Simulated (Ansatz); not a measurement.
# SO2 (sulfur dioxide): levels of theory compared

We compute a comparison of 5 runs (B2PLYP/STO-3G, CAM-B3LYP/STO-3G, SVWN5/STO-3G, UPBE0/STO-3G, r2SCAN0/STO-3G) of SO2 (sulfur dioxide). 

The results are computed with Ansatz 0.2.0.

57 further runs of the same task are left out: 19 that didn't finish, 38 set aside as unsound or not needed.

## 1. The structure to begin with

The species is SO2 (3 atoms), meant as a singlet with charge 0. SMILES: `O=S=O`. The O3–S2 distance was set to 2.862 Å, away from the relaxed value. At this shape a bond of the SMILES string is far longer than usual.

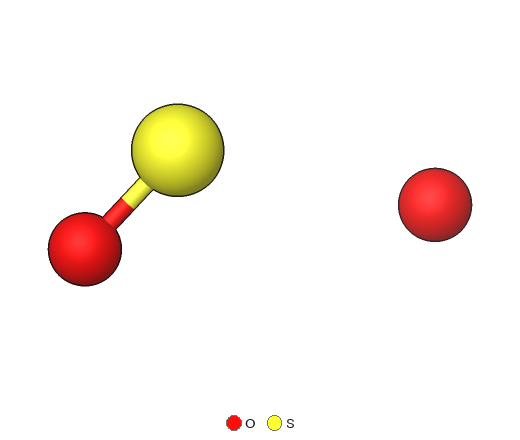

The structure, seen from a chosen angle (oxygen red, sulfur yellow).

## 2. The energy at B2PLYP/STO-3G (run 1)

job.yaml reads:

```yaml
crystal:
  periodic: [false, false, false]
  atoms:
    - {symbol: O, position_ang: [-1.409800, 2.006559, -0.545440]}
    - {symbol: S, position_ang: [-0.165860, 1.718039, 0.100860]}
    - {symbol: O, position_ang: [0.704900, -1.003280, 0.272720]}
basis:
  gaussian:
    orbitals: STO-3G
total_charge: 0
hamiltonian:
  xc: {name: B2PLYP}
correlation:
  frozen_orbitals: {O: 1, S: 5}
accuracy: high
```

The run is started by

```bash
ansatz run job.yaml --threads 1 --pin off --max-ram 3480MiB --events-out events.jsonl --progress --plain --runs-dir runs
```

Log:

```text
Warning: RAYON_NUM_THREADS=1 ignored (pool sized by the plan → 1); use --threads N
Functional definition: B2PLYP
  name "B2PLYP"
  parameter a = 0.53
  parameter c = 0.27
  exchange = (1 - a)*b88_x + a*exact_x
  correlation = (1 - c)*lyp_c + c*(mp2_os + mp2_ss)
307 factors; integrals over basis functions are off by at most 2.4e-8 eV
mean field evaluation 1: about -14691.3807 eV, gradient 2.8e1 eV
mean field evaluation 2: about -14691.3744 eV, gradient 2.9e1 eV
mean field evaluation 4: about -14629.9682 eV, gradient 1.3e2 eV
mean field evaluation 8: about -14727.1188 eV, gradient 1.4e1 eV
mean field evaluation 16: about -14731.6039 eV, gradient 2.4e-1 eV
mean field evaluation 32: about -14731.7893 eV, gradient 2.6e-8 eV
mean field evaluation 64: about -14729.9554 eV, gradient 1.9e1 eV
mean field evaluation 96: about -14731.7547 eV, gradient 7.2e-1 eV
mean field -14731.78927291 eV, -541.3832702140 hartree, gradient 8.6e-9 eV, S^2 0.000000; 8 other end points of the search recorded, 0 dependent functions left out; unrestricted orbitals would lower it
7 core orbitals not correlated: weight in the atoms' cores, before any rotation towards them, 1.000 or more for the frozen orbitals, at most 0.000 for the correlated occupied ones
reference -14731.78928589 eV, -541.3832706912 hartree; 9, 9 occupied and 3, 3 virtual orbitals, 307 factors
second order -4.19316775 eV of doubles, -0.00000000 eV of singles
Total energy: -14732.92144119 eV, -541.4248766308 hartree
```

It took 3.6 s on 1 thread of Arm Neoverse V1, shared host; peak memory 0.09 GiB.

## 3. The energy at CAM-B3LYP/STO-3G (run 2)

run.yaml reads:

```yaml
crystal:
  periodic: [false, false, false]
  atoms:
    - symbol: O
      position_ang: [-1.409800, 2.006559, -0.545440]
    - symbol: S
      position_ang: [-0.165860, 1.718039, 0.100860]
    - symbol: O
      position_ang: [0.704900, -1.003280, 0.272720]
basis:
  gaussian:
    orbitals: STO-3G
hamiltonian:
  xc: {name: CAM-B3LYP}
accuracy: high
```

The run is started by

```bash
ansatz run run.yaml --threads 1 --pin off --max-ram 3480MiB --events-out events.jsonl --progress --plain --runs-dir runs
```

Log, cut to the lines that bear on the results:

```text
Warning: RAYON_NUM_THREADS=1 ignored (pool sized by the plan → 1); use --threads N
Functional definition: CAM-B3LYP
  name "CAM-B3LYP"
[...]
307 factors; integrals over basis functions are off by at most 2.4e-8 eV
138 factors; integrals over basis functions are off by at most 1.0e-9 eV
[...]
mean field -14739.50733977 eV, -541.6669039396 hartree, gradient 8.2e-8 eV, S^2 0.000000; 4 other end points of the search recorded, 0 dependent functions left out
reference -14739.50734953 eV, -541.6669042985 hartree; 16, 16 occupied and 3, 3 virtual orbitals, 307 factors
Total energy: -14739.50734953 eV, -541.6669042985 hartree
```

Wall time 1.6 s (1 thread of Arm Neoverse V1, shared host).

Runs 3 to 4 aren't shown in full; the table further down has their settings and results.

## 4. The energy at r2SCAN0/STO-3G (run 5)

job.yaml, as its differences from that of step 2:

```diff
@@ -9,7 +9,4 @@
     orbitals: STO-3G
-total_charge: 0
 hamiltonian:
-  xc: {name: B2PLYP}
-correlation:
-  frozen_orbitals: {O: 1, S: 5}
+  xc: {name: r2SCAN0}
 accuracy: high
```

The run is started by

```bash
ansatz run job.yaml --threads 1 --pin off --max-ram 3480MiB --events-out events.jsonl --progress --plain --runs-dir runs
```

Log:

```text
Warning: RAYON_NUM_THREADS=1 ignored (pool sized by the plan → 1); use --threads N
Functional definition: r2SCAN0
  name "r2SCAN0"
  parameter a = 0.25
  parameter k0 = 0.174
  parameter k1 = 0.065
  parameter a1 = 4.9479
  exchange = (1 - a)*r2scan_x(k0 = k0, k1 = k1, a1 = a1) + a*exact_x
  correlation = r2scan_c
307 factors; integrals over basis functions are off by at most 2.4e-8 eV
mean field evaluation 1: about -14700.0829 eV, gradient 3.0e1 eV
mean field evaluation 2: about -14505.9763 eV, gradient 1.8e1 eV
mean field evaluation 4: about -14634.7087 eV, gradient 1.3e2 eV
mean field evaluation 8: about -14739.1782 eV, gradient 3.6e0 eV
mean field evaluation 16: about -14739.7123 eV, gradient 7.0e-6 eV
mean field evaluation 32: about -14739.7091 eV, gradient 2.6e-1 eV
mean field -14739.71234417 eV, -541.6744377124 hartree, gradient 4.2e-8 eV, S^2 0.000000; 4 other end points of the search recorded, 0 dependent functions left out
reference -14739.71234430 eV, -541.6744377173 hartree; 16, 16 occupied and 3, 3 virtual orbitals, 307 factors
Total energy: -14739.71234430 eV, -541.6744377173 hartree
```

Run time: 3.3 s. Hardware: 1 thread of Arm Neoverse V1, shared host; peak memory 0.12 GiB.

## 5. Overview of the runs

```
run             level  frozen core orbitals  energy (Eh)  wall time
  1     B2PLYP/STO-3G                     7  -541.424877      3.6 s
  2  CAM-B3LYP/STO-3G                     –  -541.666904      1.6 s
  3      SVWN5/STO-3G                     –  -539.315374        2 s
  4      UPBE0/STO-3G                     –  -541.651953       17 s
  5    r2SCAN0/STO-3G                     –  -541.674438      3.3 s
```

## 6. Outcome

| quantity | value |
| --- | --- |
| run 5: total energy | -541.67444 Eh |

What this shows: Totals of different functionals can't be ranked against each other. In run 1 the log says that unrestricted orbitals would lower the reference, so the values rest on an unstable closed-shell determinant (other closed-shell runs at this shape may share the fault). In runs 1, 2, 3, 4, 5 the basis is minimal, so the values are rough. Spin contamination of the reference: run 4 ⟨S²⟩ = 1.96. Where it is this large, the reference is a mixture of spin states, and values that rest on it are in doubt. All runs together took 28 s, the longest 17 s.
